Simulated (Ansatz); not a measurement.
Molecule (SMILES): Cl (HCl).
Geometry (B3LYP-D3(BJ)/def2-TZVP, fixed):
```xyz
2

Cl     0.0000     0.0000    -0.0712
H      0.0000     0.0000     1.2108
```
Charge 0, spin multiplicity 1.

Basis-set convergence of the dipole moment at PBE with Ansatz (a first-principles code). Dipoles come from the density behind the forces; the sign is taken along the dipole that this method gives in the largest set. Cartesian d functions, on some or all atoms, in 6-31G*, 6-311G**; all else is spherical. The program fits the integrals of some runs and decomposes those of others, by size. No added dispersion term, no relativity. Reference: the value in aug-cc-pV(5+d)Z, 1.076 D. Deviations are taken from unrounded values.

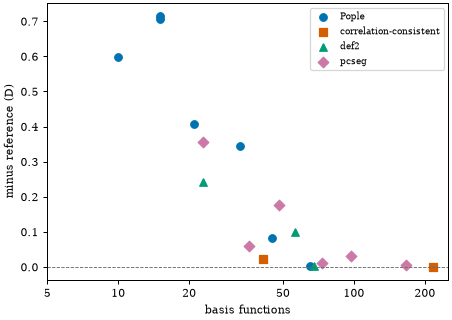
*Deviation from the reference against the number of basis functions, by family of sets.*

| basis | functions | dipole moment (D) | minus reference (D) |
|---|---|---|---|
| STO-3G | 10 | 1.674 | 0.598 |
| 3-21G | 15 | 1.782 | 0.706 |
| 6-31G | 15 | 1.793 | 0.716 |
| 6-31G* | 21 | 1.484 | 0.407 |
| def2-SVP | 23 | 1.317 | 0.241 |
| pcseg-1 | 23 | 1.431 | 0.355 |
| 6-311G** | 33 | 1.422 | 0.345 |
| aug-pcseg-1 | 36 | 1.137 | 0.061 |
| aug-cc-pV(D+d)Z | 41 | 1.100 | 0.024 |
| 6-311++G(2d,2p) | 45 | 1.160 | 0.084 |
| pcseg-2 | 48 | 1.253 | 0.177 |
| def2-TZVPP | 56 | 1.176 | 0.100 |
| 6-311++G(3df,3pd) | 65 | 1.078 | 0.002 |
| def2-TZVPPD | 68 | 1.078 | 0.002 |
| aug-pcseg-2 | 73 | 1.088 | 0.012 |
| pcseg-3 | 97 | 1.108 | 0.032 |
| pcseg-4 | 166 | 1.081 | 0.004 |
| aug-cc-pV(5+d)Z | 216 | 1.076 | 0.000 |
